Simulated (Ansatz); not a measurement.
The figure comes from a scan of Zr (hcp, Mg type): one Zr atom of a 2-atom cell moves by s towards the nearest neighbour, with its periodic images. Computed with r2SCAN (plane waves to 500 eV, PAW, scalar-relativistic; Ansatz, a first-principles code). k mesh 13×13×7 (Γ-centred), Fermi-Dirac smearing 0.05 eV. E stands for the smeared free energy. Left out: 1 of 11 points, with atoms too close for the PAW data. With partly filled bands, energies and forces of such displacements shift with the k mesh and the smearing. The PAW data are Ansatz's earlier set. Zr is run without spin polarisation. Zr was relaxed with its symmetry unable to fall. ΔE is measured from the undisplaced structure.

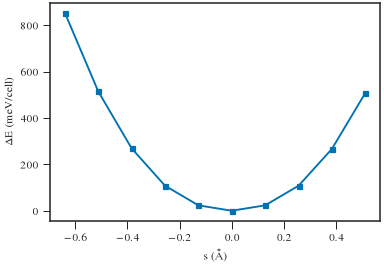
ΔE (meV/cell) against s (Å); one marker a computed point.

Task: Turn the plot into a table (rounded to what can be read).

Result: To the nearest 20:

| s (Å) | ΔE (meV/cell) |
|---|---|
| -0.640 | 860 |
| -0.512 | 520 |
| -0.384 | 260 |
| -0.256 | 100 |
| -0.128 | 20 |
| 0.000 | 0 |
| 0.128 | 20 |
| 0.256 | 100 |
| 0.384 | 260 |
| 0.512 | 500 |

(For displaced atoms, the force is minus the slope of the energy, and its curvature is a force constant, which sets phonon frequencies.)
